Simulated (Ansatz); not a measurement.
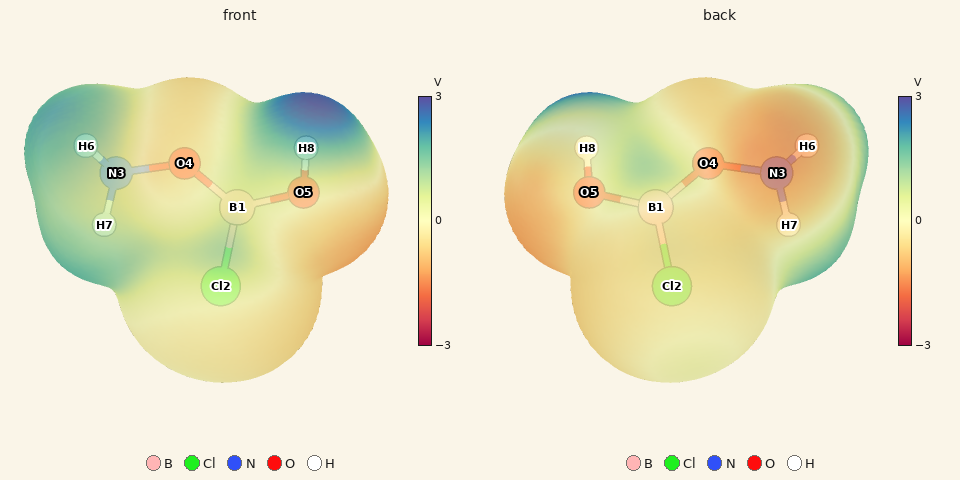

The picture shows: BClH$_{3}$NO$_{2}$ (SMILES NOB(O)Cl). The electrostatic potential painted on the density surface at 0.002 e/bohr³, seen from the front and from behind; the colour scale runs from red (negative) to blue (positive).

Geometry: r2SCAN-D4/def2-SVP.

All numbers below come from isolated molecule in a Gaussian basis; Kohn-Sham density functional theory, functional PBE0 (Ansatz).

```xyz
8

B    -0.3928    1.8499   -0.6439
Cl    0.8626    2.3466   -1.7953
N    -1.8587    1.2034   -2.4520
O    -1.5305    1.2298   -1.0537
O    -0.1795    2.0495    0.6758
H    -2.5359    0.4373   -2.4876
H    -1.0182    0.8369   -2.9162
H    -0.9376    1.7606    1.2024
```

### Describe the electrostatic potential map.

The most negative region (about −1.4 V) lies over N3, the most positive (about +2.8 V) over H8. Cl2 shows a σ-hole: about +0.2 V at the tip opposite its bond, against about −0.3 V on its flanks. N3 is the likeliest acceptor of a hydrogen bond.

### What dipole moment does the calculation give?

Its dipole moment is 2.62 D.
